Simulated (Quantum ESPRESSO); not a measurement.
## Magnetic state of CaRhO3 from several starts

Aim: find out which collinear order of CaRhO3 costs least.

Method: LDA with U = 2 eV on Rh d (ortho-atomic projectors); plane waves with GBRV 1.5 LDA potentials, no spin-orbit coupling, in Quantum ESPRESSO 7.5.

**1. The starting structure**

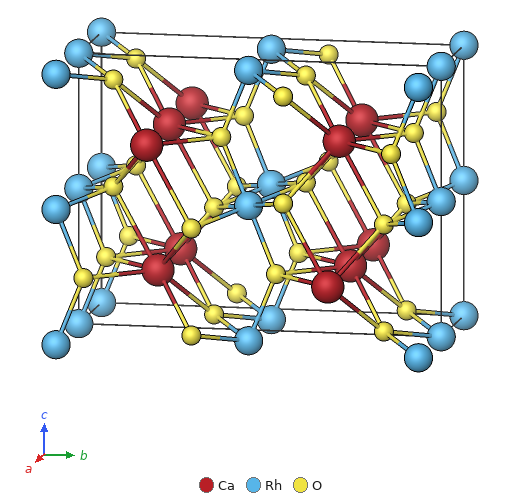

The cell as given, slightly off an axis (calcium red, rhodium blue, oxygen yellow). 2×1×1 cells are drawn. This picture shows the conventional cell, with its axes. Some periodic images of atoms are drawn too.

The cell comes from Materials Project 2023-11-01, a database of computed structures, and need not be the stable phase.

**2. Run 1 (ferro ++)**

The signs are those of the starting moments on the seeded atoms, the atoms that are given a moment.

Input file pw.in:

```
&CONTROL
  calculation = 'scf'
  prefix = 'pwscf'
  outdir = './tmp'
  pseudo_dir = './pseudo'
  disk_io = 'nowf'
/
&SYSTEM
  ibrav = 0
  nat = 10
  ntyp = 3
  ecutwfc = 40
  ecutrho = 280
  nbnd = 58
  occupations = 'smearing'
  smearing = 'fd'
  degauss = 0.00367493
  nspin = 2
  starting_magnetization(1) = 0
  starting_magnetization(2) = 0.0667
  starting_magnetization(3) = 0
/
&ELECTRONS
  conv_thr = 2d-08
  electron_maxstep = 150
  mixing_beta = 0.3
/
ATOMIC_SPECIES
Ca     40.0780 ca_lda_v1.uspp.F.UPF
Rh    102.9055 rh_lda_v1.4.uspp.F.UPF
O      15.9990 o_lda_v1.2.uspp.F.UPF
CELL_PARAMETERS angstrom
   1.5565709103   -4.9009609359    0.0000000000
   1.5565709103    4.9009609359    0.0000000000
   0.0000000000    0.0000000000    7.2975860801
ATOMIC_POSITIONS crystal
Ca      0.7498370300    0.2501629700    0.2500000000
Ca      0.2501629700    0.7498370300    0.7500000000
Rh      0.0000000000    0.0000000000    0.5000000000
Rh      0.0000000000    0.0000000000    0.0000000000
O       0.0755089500    0.9244910500    0.2500000000
O       0.9244910500    0.0755089500    0.7500000000
O       0.3734113300    0.6265886700    0.4478044100
O       0.6265886700    0.3734113300    0.5521955900
O       0.3734113300    0.6265886700    0.0521955900
O       0.6265886700    0.3734113300    0.9478044100
K_POINTS automatic
6 6 6 0 0 0
HUBBARD {ortho-atomic}
U Rh-4d 2.0000
```

Command:

```sh
$ OMP_NUM_THREADS=1 mpirun -n 4 pw.x -nk 4 -in pw.in > pw.out
```

Output:

```text
Program PWSCF v.7.5 starts

     Message from routine setup:
     using ibrav=0 with symmetry is DISCOURAGED, use correct ibrav instead

     K-points division:     npool     =       4
     Subspace diagonalization in iterative solution of the eigenvalue problem:

     G-vector sticks info
     --------------------
     sticks:   dense  smooth     PW     G-vecs:    dense   smooth      PW
     Sum        1211     691    235                59387    25645    5151

     Using Slab Decomposition

     bravais-lattice index     =            0
     lattice parameter (alat)  =       9.7174  a.u.
     unit-cell volume          =     751.3737 (a.u.)^3
     number of atoms/cell      =           10
     number of atomic types    =            3
     number of electrons       =        86.00
     number of Kohn-Sham states=           58
     kinetic-energy cutoff     =      40.0000  Ry
     charge density cutoff     =     280.0000  Ry
     scf convergence threshold =      2.0E-08
     mixing beta               =       0.3000
     number of iterations used =            8  plain     mixing
     Exchange-correlation= SLA  PZ   NOGX NOGC
                           (   1   1   0   0   0   0   0)
     Hubbard projectors: ortho-atomic
     Hubbard parameters of DFT+U (Dudarev formulation) in eV:
     U(Rh-4d) =  2.0000

     Internal variables: lda_plus_u =T, lda_plus_u_kind = 0

     Internal variables: orbital_resolved =F, hub_pot_fix =F, apply_U = F

     celldm(1)=   9.717370  celldm(2)=   0.000000  celldm(3)=   0.000000
     celldm(4)=   0.000000  celldm(5)=   0.000000  celldm(6)=   0.000000

     crystal axes: (cart. coord. in units of alat)
               a(1) = (   0.302705  -0.953084   0.000000 )
               a(2) = (   0.302705   0.953084   0.000000 )
               a(3) = (   0.000000   0.000000   1.419153 )

     reciprocal axes: (cart. coord. in units 2 pi/alat)
               b(1) = (  1.651775 -0.524612  0.000000 )
               b(2) = (  1.651775  0.524612 -0.000000 )
               b(3) = ( -0.000000  0.000000  0.704645 )

     PseudoPot. # 1 for Ca read from file:
     ca_lda_v1.uspp.F.UPF
     Pseudo is Ultrasoft + core correction, Zval = 10.0
     Generated by new atomic code, or converted to UPF format
     Using radial grid of  845 points,  6 beta functions with:
                l(1) =   0
                l(2) =   0
                l(3) =   1
                l(4) =   1
                l(5) =   2
                l(6) =   2
     Q(r) pseudized with  8 coefficients,  rinner =    1.500   1.500   1.500
                                                       1.500   1.500

     PseudoPot. # 2 for Rh read from file:
     rh_lda_v1.4.uspp.F.UPF
     Pseudo is Ultrasoft + core correction, Zval = 15.0
     Generated by new atomic code, or converted to UPF format
     Using radial grid of  969 points,  7 beta functions with:
                l(1) =   0
                l(2) =   0
                l(3) =   1
                l(4) =   1
                l(5) =   2
                l(6) =   2
                l(7) =   2
     Q(r) pseudized with  8 coefficients,  rinner =    1.200   1.200   1.200
                                                       1.200   1.200

     PseudoPot. # 3 for O  read from file:
     o_lda_v1.2.uspp.F.UPF
     Pseudo is Ultrasoft + core correction, Zval =  6.0
     Generated by new atomic code, or converted to UPF format
     Using radial grid of  737 points,  5 beta functions with:
                l(1) =   0
                l(2) =   0
                l(3) =   1
                l(4) =   1
                l(5) =   2
     Q(r) pseudized with  8 coefficients,  rinner =    0.900   0.900   0.900
                                                       0.900   0.900

     atomic species   valence    mass     pseudopotential
     Ca               10.00    40.07800     Ca( 1.00)
     Rh               15.00   102.90550     Rh( 1.00)
     O                 6.00    15.99900     O ( 1.00)

     Starting magnetic structure
     atomic species   magnetization
     Ca              0.000
     Rh              0.067
     O               0.000

      8 Sym. Ops., with inversion, found ( 4 have fractional translation)

   Cartesian axes

     site n.     atom                  positions (alat units)
         1        Ca     tau(   1) = (   0.3027046  -0.4762316   0.3547884  )
         2        Ca     tau(   2) = (   0.3027046   0.4762316   1.0643651  )
         3        Rh     tau(   3) = (   0.0000000   0.0000000   0.7095767  )
         4        Rh     tau(   4) = (   0.0000000   0.0000000   0.0000000  )
         5        O      tau(   5) = (   0.3027046   0.8091516   0.3547884  )
         6        O      tau(   6) = (   0.3027046  -0.8091516   1.0643651  )
         7        O      tau(   7) = (   0.3027046   0.2412994   0.6355032  )
         8        O      tau(   8) = (   0.3027046  -0.2412994   0.7836503  )
         9        O      tau(   9) = (   0.3027046   0.2412994   0.0740736  )
        10        O      tau(  10) = (   0.3027046  -0.2412994   1.3450799  )

     number of k points=    52  Fermi-Dirac smearing, width (Ry)=  0.0037
                       cart. coord. in units 2pi/alat
        k(    1) = (   0.0000000   0.0000000   0.0000000), wk =   0.0046296
        k(    2) = (   0.0000000   0.0000000   0.1174409), wk =   0.0092593
        k(    3) = (   0.0000000   0.0000000   0.2348818), wk =   0.0092593
        k(    4) = (   0.0000000   0.0000000  -0.3523227), wk =   0.0046296
        k(    5) = (   0.2752959   0.0874354   0.0000000), wk =   0.0185185
        [... 47 further k-points ...]

     Dense  grid:    59387 G-vectors     FFT dimensions: (  54,  54,  80)

     Smooth grid:    25645 G-vectors     FFT dimensions: (  40,  40,  60)

     Check: negative core charge=   -0.000002
     Generating pointlists ...
     new r_m :   0.1854 (alat units)  1.8018 (a.u.) for type    1
     new r_m :   0.1579 (alat units)  1.5347 (a.u.) for type    2
     new r_m :   0.1579 (alat units)  1.5347 (a.u.) for type    3

     Initial potential from superposition of free atoms

     starting charge      84.9904, renormalised to      86.0000

     negative rho (up, down):  5.659E-02 4.945E-02

     STARTING HUBBARD OCCUPATIONS:

     =================== HUBBARD OCCUPATIONS ===================
     ------------------------ ATOM    3 ------------------------
     Tr[ns(  3)] (up, down, total) =   5.00000  2.50000  7.50000
     Atomic magnetic moment for atom   3 =   2.50000
     [... lines left out ...]
     ------------------------ ATOM    4 ------------------------
     Tr[ns(  4)] (up, down, total) =   5.00000  2.50000  7.50000
     Atomic magnetic moment for atom   4 =   2.50000
     [... lines left out ...]
     Number of occupied Hubbard levels =   15.0000

     Atomic wfc used for Hubbard projectors are orthogonalized

     Starting wfcs are   68 randomized atomic wfcs

     Self-consistent Calculation

     iteration #  1     ecut=    40.00 Ry     beta= 0.30
     Davidson diagonalization with overlap
     ethr =  1.00E-02,  avg # of iterations =  2.0

     =================== HUBBARD OCCUPATIONS ===================
     ------------------------ ATOM    3 ------------------------
     Tr[ns(  3)] (up, down, total) =   3.54625  2.54912  6.09537
     Atomic magnetic moment for atom   3 =   0.99713
     [... lines left out ...]
     ------------------------ ATOM    4 ------------------------
     Tr[ns(  4)] (up, down, total) =   3.54625  2.54912  6.09537
     Atomic magnetic moment for atom   4 =   0.99713
     [... lines left out ...]
     Number of occupied Hubbard levels =   12.1907

     negative rho (up, down):  5.696E-02 5.422E-02

     total energy              =    -685.46728000 Ry
     estimated scf accuracy    <       4.11826367 Ry

     total magnetization       =     2.00 Bohr mag/cell
     absolute magnetization    =     2.24 Bohr mag/cell

     iteration #  2     ecut=    40.00 Ry     beta= 0.30
     Davidson diagonalization with overlap
     ethr =  4.79E-03,  avg # of iterations =  2.0

     negative rho (up, down):  5.656E-02 5.502E-02

     total energy              =    -686.31703463 Ry
     estimated scf accuracy    <       0.93400305 Ry

     total magnetization       =     1.58 Bohr mag/cell
     absolute magnetization    =     1.64 Bohr mag/cell

     iteration #  3     ecut=    40.00 Ry     beta= 0.30
     Davidson diagonalization with overlap
     ethr =  1.09E-03,  avg # of iterations =  2.0

     negative rho (up, down):  5.648E-02 5.689E-02

     total energy              =    -686.45361884 Ry
     estimated scf accuracy    <       0.09100994 Ry

     total magnetization       =     1.89 Bohr mag/cell
     absolute magnetization    =     1.95 Bohr mag/cell

     [... further iterations left out ...]

     iteration # 10     ecut=    40.00 Ry     beta= 0.30
     Davidson diagonalization with overlap
     ethr =  7.11E-09,  avg # of iterations =  2.0

     negative rho (up, down):  5.597E-02 6.049E-02

     total energy              =    -686.46931713 Ry
     estimated scf accuracy    <       0.00000168 Ry

     total magnetization       =     1.99 Bohr mag/cell
     absolute magnetization    =     2.02 Bohr mag/cell

     iteration # 11     ecut=    40.00 Ry     beta= 0.30
     Davidson diagonalization with overlap
     ethr =  1.95E-09,  avg # of iterations =  2.0

     negative rho (up, down):  5.597E-02 6.049E-02

     total energy              =    -686.46931740 Ry
     estimated scf accuracy    <       0.00000075 Ry

     total magnetization       =     1.99 Bohr mag/cell
     absolute magnetization    =     2.02 Bohr mag/cell

     iteration # 12     ecut=    40.00 Ry     beta= 0.30
     Davidson diagonalization with overlap
     ethr =  8.76E-10,  avg # of iterations =  2.0

     negative rho (up, down):  5.597E-02 6.049E-02

     total energy              =    -686.46931756 Ry
     estimated scf accuracy    <       0.00000003 Ry

     total magnetization       =     1.99 Bohr mag/cell
     absolute magnetization    =     2.02 Bohr mag/cell

     iteration # 13     ecut=    40.00 Ry     beta= 0.30
     Davidson diagonalization with overlap
     ethr =  3.32E-11,  avg # of iterations =  2.2

     negative rho (up, down):  5.597E-02 6.049E-02

     Magnetic moment per site  (integrated on atomic sphere of radius R)
     atom   1 (R=0.185)  charge=  7.5601  magn=  0.0055
     atom   2 (R=0.185)  charge=  7.5601  magn=  0.0055
     atom   3 (R=0.158)  charge= 10.4866  magn=  0.4297
     atom   4 (R=0.158)  charge= 10.4866  magn=  0.4297
     atom   5 (R=0.158)  charge=  5.3905  magn=  0.1740
     atom   6 (R=0.158)  charge=  5.3905  magn=  0.1740
     atom   7 (R=0.158)  charge=  5.3448  magn=  0.1149
     atom   8 (R=0.158)  charge=  5.3448  magn=  0.1149
     atom   9 (R=0.158)  charge=  5.3448  magn=  0.1149
     atom  10 (R=0.158)  charge=  5.3448  magn=  0.1149

     End of self-consistent calculation

     =================== HUBBARD OCCUPATIONS ===================
     ------------------------ ATOM    3 ------------------------
     Tr[ns(  3)] (up, down, total) =   3.91991  3.41199  7.33190
     Atomic magnetic moment for atom   3 =   0.50792
     [... lines left out ...]
     ------------------------ ATOM    4 ------------------------
     Tr[ns(  4)] (up, down, total) =   3.91991  3.41199  7.33190
     Atomic magnetic moment for atom   4 =   0.50792
     [... lines left out ...]
     Number of occupied Hubbard levels =   14.6638

     Number of k-points >= 100: set verbosity='high' to print the bands.

     the Fermi energy is    10.8305 ev

!    total energy              =    -686.46931757 Ry
     estimated scf accuracy    <          7.7E-09 Ry
     smearing contrib. (-TS)   =      -0.00195649 Ry
     internal energy E=F+TS    =    -686.46736107 Ry

     The total energy is F=E-TS. E is the sum of the following terms:
     one-electron contribution =    -183.43376003 Ry
     hartree contribution      =     145.38040490 Ry
     xc contribution           =    -126.16946262 Ry
     ewald contribution        =    -522.45346145 Ry
     Hubbard energy            =       0.20891812 Ry

     total magnetization       =     1.99 Bohr mag/cell
     absolute magnetization    =     2.02 Bohr mag/cell

     convergence has been achieved in  13 iterations

=------------------------------------------------------------------------------=
   JOB DONE.
=------------------------------------------------------------------------------=
```

Run time: 79 s. Hardware: 4 MPI ranks of Intel Xeon 6975P-C (Granite Rapids), shared host; peak memory 1 GiB; 5.3 min of CPU time.

Spin moment in the atom's sphere by atom:

| atom | spin moment in the atom's sphere (μB) |
| --- | --- |
| Ca1 | 0.005 |
| Ca2 | 0.005 |
| Rh3 | 0.430 |
| Rh4 | 0.430 |
| O5 | 0.174 |
| O6 | 0.174 |
| O7 | 0.115 |
| O8 | 0.115 |
| O9 | 0.115 |
| O10 | 0.115 |

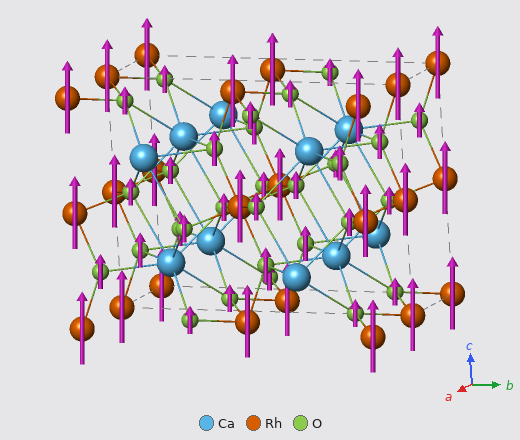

Spin moment in the atom's sphere as arrows, the longest 0.430 μB. Up and down stand for the sign. Arrows give size and sign along the axis of quantisation, drawn up and down the page. Each arrow also spans its atom, so small moments look longer than they are. 2×1×1 conventional cells are drawn. Some periodic images of atoms are drawn too.

Numbers from this step:

```yaml
smearing_term_ts: 0.02662 eV
magnetization: 1.987 μB
absolute_magnetization: 2.024 μB
final_state: ferromagnetic
```

(Continued in part 2 of 2.)

[Logs and program files are shortened in this print: banners, set-up blocks, solver, clock and traceback lines can be left out without a mark of their own.]

[Logs are printed without paths, hosts, clocks, repeated set-up lines and the standing remarks that a program may print on its own settings, such as how far it seeks lower states.]

[Hosts, paths, dates, database ids (printed as entryN), source tags and the programs' standing remarks are cut or masked in the printed files.]

[Where a cell is said to come from a database of computed structures, the database is the Materials Project.]
